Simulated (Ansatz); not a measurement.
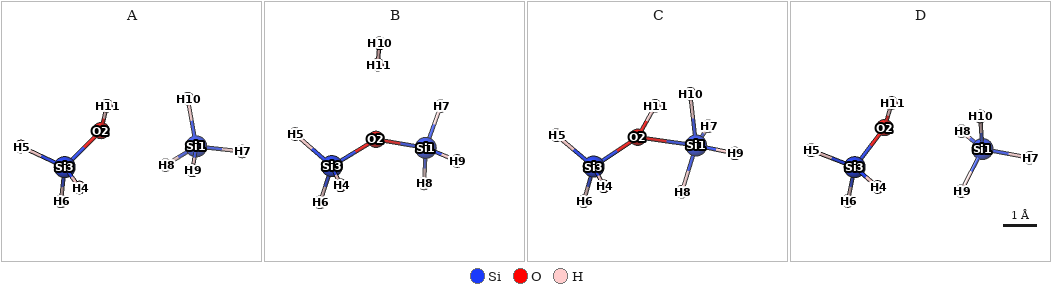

4 geometries from a converged minimum-energy path of Si$_{2}$H$_{8}$O, made up at the start of Si2H6O and H2, shuffled. The picture is a ball-and-stick view, seen at a tilt.

All numbers below come from RKS PBE/def2-SVP in Ansatz. Settings: 5 movable images; climbing image; force threshold 0.05 eV/Å; iteration limit 60; starting path through a guess of the saddle point.

> One of them is the converged climbing image. Which?

C. In order along the path, whose images run from 0 to 6: B (image 0, 0.0 kcal/mol), C (image 3, +43.9 kcal/mol), A (image 5, +12.8 kcal/mol), D (image 6, +12.7 kcal/mol). Breaking: H10–H11 (0.77 → 1.16 at the top → 2.75 Å), Si1–O2 (1.68 → 1.94 at the top → 3.16 Å). Forming: O2–H11 (2.59 → 1.12 at the top → 0.97 Å), Si1–H10 (4.17 → 1.73 at the top → 1.50 Å).

Limits of the set-up: the start holds two separate molecules, 2.6 Å apart at their closest, whose relative position is a soft coordinate and is computed without a dispersion correction.
